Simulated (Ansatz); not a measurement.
A computed series for hypothetical P-3m1 Be3As2: response to strain

Start from Be₃As₂ (space group P-3m1, No. 164; a = 3.630 Å, c = 6.010 Å; a hypothetical phase, not in the database extracts checked). Axes: x lies along a and z along c of the hexagonal cell.

Strains are applied to the cell and any free atomic positions relax; under biaxial strain the out-of-plane vector relaxes too.

All numbers come from PBE in Ansatz (plane waves to 420 eV, PAW, no spin-orbit coupling).

Notes on the quantities. pressure: mean of the normal stresses, compression positive.

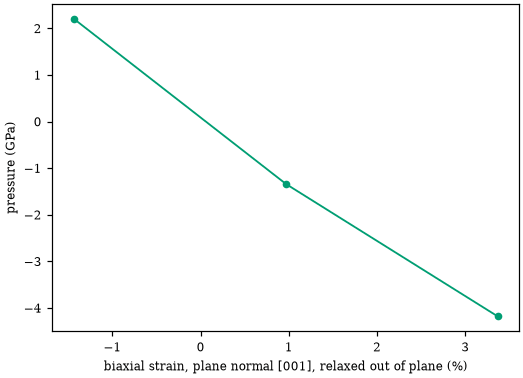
Figure. Pressure against biaxial strain, plane normal [001], relaxed out of plane

From the plot, what is the pressure for biaxial strain +3.37 %, plane normal [001], relaxed out of plane?

About -4.2 GPa.

Is the trend monotonic over the range shown?

Yes, it falls throughout, spanning -4.2 GPa to 2.2 GPa.

Without a gap, meshes like the base's 15×15×8 leave anisotropic stresses uncertain by several tenths of a GPa, and small strain energies with them. Whether these cells are dynamically stable was not tested. The final runs are not spin-polarised.

Ansatz is an electronic-structure program.
